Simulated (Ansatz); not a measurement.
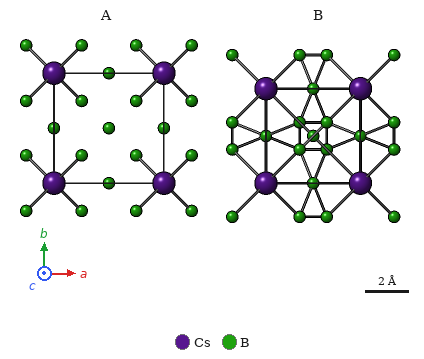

Two geometries of a crystal of CsB$_{7}$ (a generated structure, set up in P-43m) (coarse preliminary run), drawn at one scale. One is the start of a relaxation, the other its converged end. Style: ball-and-stick. Shown: the cell of the calculation, along the c axis.

Computed with DFT PBE, scalar-relativistic, plane waves, PAW (Ansatz). (plane-wave cutoff 420 eV; k-point mesh 4 × 4 × 4; occupations gaussian; smearing width 0.1 eV; no spin polarisation; cell and atoms relaxed; force threshold 0.04 eV/Å; at most 70 steps)

**Which geometry has the lower energy?**

Structure B is the relaxed one. The energy falls by 2077 meV per atom in 7 accepted moves (9 points after the start). Largest force component: 3 eV/Å at the start, 0.014 eV/Å at the end. The pressure goes from −20.10 to 0.14 GPa. The line search rejected the trial step at point 6 of the run. The SCF was repeated once at an unchanged geometry on a basis and grid sized afresh for the cell, which shifted the energy by 1.2 meV per atom at most. The largest moves relative to the cell, 0.80 Å, are those of B atoms. Cs stays in place. Cell: a = b = c 5.169 → 4.441 Å (−14.1 %). Volume −36.6 %. Some distances before and after: B–B 3.617 → 1.803 Å, B–Cs 3.655 → 3.140 Å, B–Cs 2.262 → 2.742 Å, B–B 2.231 → 1.822 Å. New bonds form: B–B (2.23 → 1.82 Å). The space group stays P-43m (No. 215). Cost: 35 s on 1 thread of Arm Neoverse V1, on a shared host, peak memory 0.34 GiB.
